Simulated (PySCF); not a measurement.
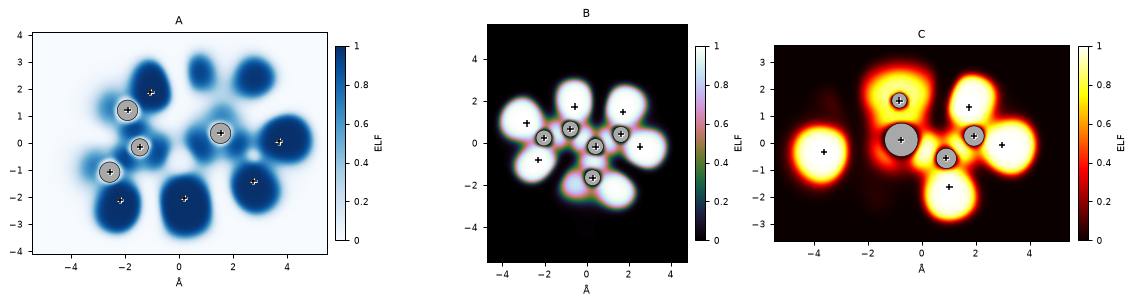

The electron localisation function of 3 systems, each on a plane through atoms (crosses mark nuclei in the plane; grey discs cover the cores).

All numbers below come from PBE0/pcSseg-1, SCF density, gas phase, non-relativistic in PySCF.

System 1: C₃H₈OP₂, the plane of atoms C2, P3 and O4. Geometry: GFN2-xTB.

```xyz
14

C    -2.5806    0.3445   -0.0738
C    -1.6305   -0.1326    0.7128
P     0.0428    0.5262    0.5442
O     0.1831    1.6377   -0.3941
C     1.1017   -0.9283    0.1849
P     2.9030   -0.4556    0.1147
H    -3.6015   -0.0005   -0.0429
H    -2.3430    1.1219   -0.7837
H    -1.8043   -0.9068    1.4458
H     0.4042    0.8375    1.8586
H     0.9573   -1.7049    0.9392
H     0.8070   -1.3354   -0.7881
H     2.7027    0.6436   -0.7169
H     2.8575    0.3521    1.2573
```

System 2: C₆H₁₇NSi (SMILES CN(C)[SiH2]C(C)(C)C), the plane of atoms N2, C1 and H9. Geometry: GFN2-xTB.

```xyz
25

C     1.7239   -0.0204    1.7270
N     1.7215    0.1726    0.2979
C     3.0482    0.4508   -0.1924
Si    0.3671    0.7850   -0.5713
C    -1.2610   -0.1487   -0.1902
C    -2.2133    0.1114   -1.3583
C    -1.9414    0.3555    1.0825
C    -1.0295   -1.6552   -0.0822
H     0.7247   -0.2572    2.0760
H     2.0740    0.8735    2.2588
H     2.3906   -0.8487    1.9859
H     3.7251   -0.3582    0.0946
H     3.0307    0.5273   -1.2749
H     3.4448    1.3888    0.2147
H     0.7307    0.5496   -1.9733
H     0.1003    2.2285   -0.3908
H    -3.1691   -0.3855   -1.1902
H    -1.7957   -0.2623   -2.2899
H    -2.4001    1.1768   -1.4741
H    -1.3392    0.1599    1.9669
H    -2.9040   -0.1389    1.2198
H    -2.1192    1.4274    1.0247
H    -0.5716   -2.0362   -0.9926
H    -1.9753   -2.1776    0.0684
H    -0.3731   -1.8939    0.7509
```

System 3: C₅H₁₄Si₃ (SMILES C=CC(=C)C[SiH2][SiH2][SiH3]), the plane of atoms C2, C1 and H10. Geometry: GFN2-xTB.

```yaml
atoms:
  - { symbol: C, position_ang: [-2.0937, -0.6909, -1.9166] }
  - { symbol: C, position_ang: [-1.5721, 0.4501, -1.4825] }
  - { symbol: C, position_ang: [-1.2391, 0.7802, -0.1032] }
  - { symbol: C, position_ang: [-0.7253, 1.9802, 0.1800] }
  - { symbol: C, position_ang: [-1.4402, -0.2446, 0.9613] }
  - { symbol: Si, position_ang: [-0.0091, -1.5202, 0.9925] }
  - { symbol: Si, position_ang: [2.0217, -0.4082, 0.8968] }
  - { symbol: Si, position_ang: [2.7133, 0.2907, -1.1983] }
  - { symbol: H, position_ang: [-2.3285, -1.5114, -1.2609] }
  - { symbol: H, position_ang: [-2.3124, -0.8446, -2.9598] }
  - { symbol: H, position_ang: [-1.3689, 1.2403, -2.1952] }
  - { symbol: H, position_ang: [-0.4748, 2.2683, 1.1872] }
  - { symbol: H, position_ang: [-0.5545, 2.7220, -0.5819] }
  - { symbol: H, position_ang: [-2.3927, -0.7534, 0.8218] }
  - { symbol: H, position_ang: [-1.4793, 0.2496, 1.9327] }
  - { symbol: H, position_ang: [-0.1813, -2.4429, -0.1406] }
  - { symbol: H, position_ang: [-0.2520, -2.3432, 2.1888] }
  - { symbol: H, position_ang: [3.0501, -1.2862, 1.4857] }
  - { symbol: H, position_ang: [2.0062, 0.7365, 1.8254] }
  - { symbol: H, position_ang: [1.8722, 1.3590, -1.7399] }
  - { symbol: H, position_ang: [2.6612, -0.8073, -2.1682] }
  - { symbol: H, position_ang: [4.0888, 0.7955, -1.2295] }
```

### Match each panel to its system.

Panel A is system 2, C₆H₁₇NSi: the plane holds C, N and H. C–N (1.44 Å): the ELF peaks at about 0.90 between the atoms; a covalent bond. Panel B is system 3, C₅H₁₄Si₃: the plane holds C and H. C–C (1.33 Å): the ELF peaks at about 0.95 between the atoms (a multiple bond). Panel C is system 1, C₃H₈OP₂: the plane holds C, P, O and H. C–C (1.32 Å): the ELF peaks at about 0.90 between the atoms: a multiple bond.
